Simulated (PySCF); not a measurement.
C₄H₁₂ClFSi₂ (SMILES CC[SiH2][C@H](F)[SiH2]CCl)

Input

```
{"job": {"kind": "nmr", "xc": "PBE0", "basis": "pcSseg-1"}, "charge": 0, "multiplicity": 1}
C     -2.934381     1.033541    -0.141469
C     -2.578020    -0.310982    -0.772164
Si    -1.048412    -1.141872    -0.002069
C      0.458485     0.044082    -0.122024
F      0.565341     0.478338    -1.454472
Si     2.165340    -0.661964     0.381542
C      3.464821     0.658846    -0.081568
Cl     5.086467     0.051218     0.350347
H     -2.135595     1.754434    -0.296880
H     -3.841762     1.437447    -0.587107
H     -3.098072     0.928442     0.928821
H     -2.415053    -0.165393    -1.841831
H     -3.433391    -0.982966    -0.680579
H     -0.725927    -2.373843    -0.724278
H     -1.236911    -1.406669     1.428727
H      0.251866     0.957607     0.446742
H      2.455353    -1.877429    -0.375630
H      2.174511    -0.880551     1.827458
H      3.335341     1.598243     0.452343
H      3.484849     0.870151    -1.148644
```

Launched as:

```sh
OMP_NUM_THREADS=1 python probes_run.py task.json out
```

Geometry: GFN2-xTB.

These are results of PBE0/pcSseg-1, SCF density, gas phase, non-relativistic (PySCF), not measurements.

**What will maps of the electron density and electron localisation function show?**

C–F (1.41 Å): the density is about 1.9 e/Å³ at the midpoint, with its minimum of 1.5 e/Å³ about 0.5 Å from C; the ELF peaks at about 0.85 between the atoms; a shared but strongly polarised pair.
C–Si (1.91 Å): the density is about 0.92 e/Å³ at the midpoint; the ELF peaks at about 0.95 between the atoms (localised, covalent bonding).
C–H (1.09 Å): ρ is about 2 e/Å³ halfway; the ELF climbs to about 1 towards the hydrogen, as it does in any bond to H: a covalent bond by its length.

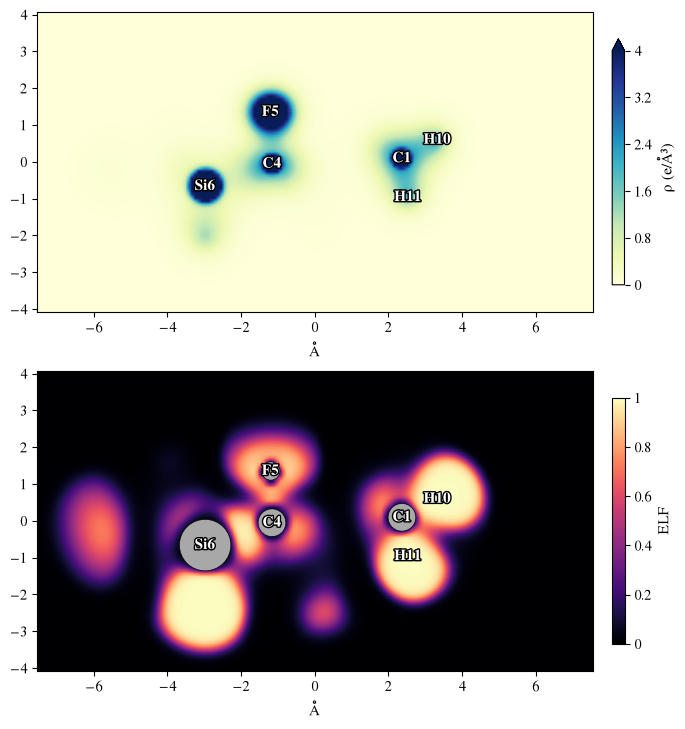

Computed electron density and electron localisation function on the plane of atoms F5, C4 and Si6, in this order. Grey discs cover the atomic cores in the ELF map. 
